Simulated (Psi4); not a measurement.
**BH2Cl (SMILES [H]B([H])Cl), run twice**

Aim: the response to a field of BH2Cl at PBE/def2-QZVPP (density fitting).

The results are computed with Psi4 1.11.

1 further run of the same task is left out (set aside as unsound or not needed).

### Step 1. The system as given

The species is BH2Cl (4 atoms), meant as a singlet with charge 0. SMILES: `[H]B([H])Cl`. The shape is that of a GFN2-xTB optimisation.

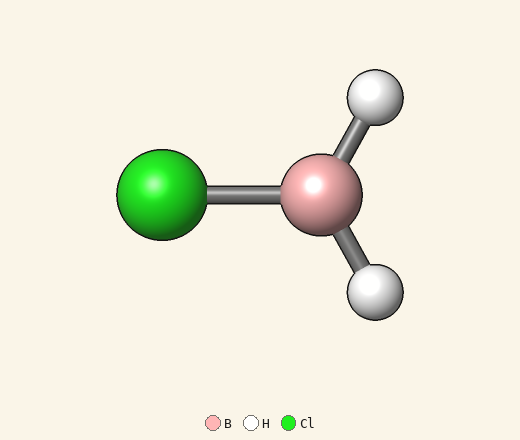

Viewed from a chosen angle; boron pink, hydrogen white, chlorine green.

### Step 2. Try one

bclh2.py reads:

```python
import psi4

psi4.set_memory(1600000000)
psi4.set_num_threads(1)
psi4.set_output_file('psi4.out', False)

molecule = psi4.geometry("""
1 1
B
H 1 1.171704
H 1 1.171773 2 121.89775
Cl 1 1.673086 2 119.05265 3 -179.98298
units angstrom
symmetry c1
""")

psi4.set_options(dict(basis='def2-QZVPP', reference='rks', scf_type='df'))

result = psi4.properties('pbe', properties=['dipole_polarizabilities'], molecule=molecule)
print('E =', round(result, 9))
for k, v in sorted(psi4.core.scalar_variables().items()):
    print(f'{k:45s} {v:18.10f}')
```

Command:

```sh
$ python bclh2.py
```

psi4.out:

```text
-----------------------------------------------------------------------
                               Psi4 1.11 release

    h
    h
    h

    -----------------------------------------------------------------------

    Memory:     1.5 GiB
    Threads:    1
                ecpint, einsums, f̶o̶r̶t̶e̶, gauxc, gcp, g̶d̶m̶a̶, geometric, g̶p̶u̶_̶d̶f̶c̶c̶,
                i̶n̶t̶e̶g̶r̶a̶t̶o̶r̶x̶x̶, i̶p̶i̶, libefp, m̶d̶i̶, m̶p̶2̶d̶, m̶r̶c̶c̶, ooo,
                o̶p̶e̶n̶f̶e̶r̶m̶i̶o̶n̶p̶s̶i̶4̶, pcmsolver, p̶s̶i̶4̶f̶o̶c̶k̶c̶i̶, p̶s̶i̶x̶a̶s̶,
                p̶y̶e̶i̶n̶s̶u̶m̶s̶, r̶e̶s̶p̶, s̶i̶m̶i̶n̶t̶, s̶n̶s̶m̶p̶2̶,
                v̶2̶r̶d̶m̶_̶c̶a̶s̶s̶c̶f̶
```

The script printed:

```text
Traceback (most recent call last):
  File "bclh2.py", line 7, in <module>
    molecule = psi4.geometry("""
qcelemental.exceptions.ValidationError: Inconsistent or unspecified chg/mult: sys chg: None, frag chg: [1.0], sys mult: None, frag mult: [1]
```

Run time: 1.4 s. Hardware: 1 thread of Intel Xeon Platinum 8259CL at 2.50GHz (Skylake/Cascade Lake), shared host; peak memory 0.13 GiB.

### Step 3. Diagnosis

The input was rejected.

The telling line is `qcelemental.exceptions.ValidationError: Inconsistent or unspecified chg/mult: sys chg: None, frag chg: [1.0], sys mult: None, frag mult: [1]`. What is wrong: charge and multiplicity as typed don't fit the electron count or the species meant. To mend it: charge 0 in place of 1. That is the species meant; for the charge typed, the multiplicity would have to change.

### Step 4. Second attempt

bclh2.py reads:

```python
import psi4

psi4.set_memory(1600000000)
psi4.set_num_threads(1)
psi4.core.set_output_file('run.log', False)

mol = psi4.geometry("""
0 1
B
H 1 1.171704
H 1 1.171773 2 121.89775
Cl 1 1.673086 2 119.05265 3 -179.98298
units angstrom
symmetry c1
""")

psi4.set_options({
    'basis': 'def2-QZVPP',
    'reference': 'rks',
    'scf_type': 'df',
})

E, wfn = psi4.properties("pbe", properties=['dipole_polarizabilities'], return_wfn=True)
print(f'total energy {E:.8f} hartree = {E * 27.211386:.5f} eV')
for k, v in sorted(psi4.core.scalar_variables().items()):
    print(f'{k:45s} {v:18.10f}')
```

Command:

```sh
$ python bclh2.py
```

run.log:

```text
[...]
  Running in c1 symmetry.
[...]
  Nuclear repulsion =   38.958034797186045
[...]
  Multiplicity = 1
[...]
  Nalpha       = 12
  Nbeta        = 12
[...]
    Number of basis functions: 187
[...]
   @DF-RKS iter   1:  -485.85858268472748   -9.79418e-02   3.20882e-03 ADIIS/DIIS
[...]
   @DF-RKS iter   8:  -486.06267233836263   -3.58114e-08   1.47661e-07 DIIS
[...]
    Orbital Energies [Eh]
    ---------------------
    Doubly Occupied:
       1A   -100.684187     2A     -9.197222     3A     -7.016924
       4A     -7.014653     5A     -7.010293     6A     -6.549602
       7A     -0.790263     8A     -0.473715     9A     -0.368337
      10A     -0.365131    11A     -0.334389    12A     -0.264900
[...]
  @DF-RKS Final Energy:  -486.06267233836263
   => Energetics <=
    Nuclear Repulsion Energy =             38.9580347971860448
    One-Electron Energy =                -746.6519843998553370
    Two-Electron Energy =                 254.4491122428872529
    DFT Exchange-Correlation Energy =     -32.8178349785806560
    Empirical Dispersion Energy =           0.0000000000000000
    VV10 Nonlocal Energy =                  0.0000000000000000
    Total Energy =                       -486.0626723383626313
[...]
 Multipole Moments:
 ------------------------------------------------------------------------------------
     Multipole            Electronic (a.u.)      Nuclear  (a.u.)        Total (a.u.)
 ------------------------------------------------------------------------------------
 L = 1.  Multiply by 2.5417464519 to convert [e a0] to [Debye]
 Dipole X            :         -0.0003258            0.0003996            0.0000737
 Dipole Y            :         -2.2120327            2.2776149            0.0655821
 Dipole Z            :         -1.2286757            1.2651428            0.0364671
 Magnitude           :                                                    0.0750391
[...]
```

Standard output:

```text
total energy -486.06267234 hartree = -13226.43900 eV
CURRENT ENERGY                                   -486.0626723384
CURRENT REFERENCE ENERGY                         -486.0626723384
DD SOLVATION ENERGY                                 0.0000000000
DFT FUNCTIONAL TOTAL ENERGY                      -486.0626723384
DFT TOTAL ENERGY                                 -486.0626723384
DFT VV10 ENERGY                                     0.0000000000
DFT XC ENERGY                                     -32.8178349786
DIPOLE POLARIZABILITY XX                           22.4694855173
DIPOLE POLARIZABILITY XY                            0.0030422951
DIPOLE POLARIZABILITY XZ                            0.0016898929
DIPOLE POLARIZABILITY YX                            0.0030432719
DIPOLE POLARIZABILITY YY                           34.5750760189
DIPOLE POLARIZABILITY YZ                            4.5586310532
DIPOLE POLARIZABILITY ZX                            0.0016904815
DIPOLE POLARIZABILITY ZY                            4.5586308124
DIPOLE POLARIZABILITY ZZ                           28.8999268502
GRID ELECTRONS ALPHA                               12.0000009571
GRID ELECTRONS BETA                                12.0000009571
GRID ELECTRONS TOTAL                               24.0000019141
NUCLEAR REPULSION ENERGY                           38.9580347972
ONE-ELECTRON ENERGY                              -746.6519843999
PCM POLARIZATION ENERGY                             0.0000000000
PE ENERGY                                           0.0000000000
SCF ITERATION ENERGY                             -486.0626723384
SCF ITERATIONS                                      8.0000000000
SCF TOTAL ENERGY                                 -486.0626723384
TWO-ELECTRON ENERGY                               254.4491122429
XC GRID RADIAL POINTS                              75.0000000000
XC GRID SPHERICAL POINTS                          302.0000000000
XC GRID TOTAL POINTS                            87706.0000000000
```

Wall time 33 s (1 thread of Intel Xeon Platinum 8259CL at 2.50GHz (Skylake/Cascade Lake), shared host); peak memory 0.7 GiB.

### Step 5. Results

At PBE/def2-QZVPP (density fitting):

```
                  quantity          value
              total energy  -486.06267 Eh
             dipole moment         0.19 D
               HOMO energy       -7.21 eV
               LUMO energy       -2.73 eV
             HOMO–LUMO gap        4.48 eV
mean static polarisability     28.6 bohr³
```
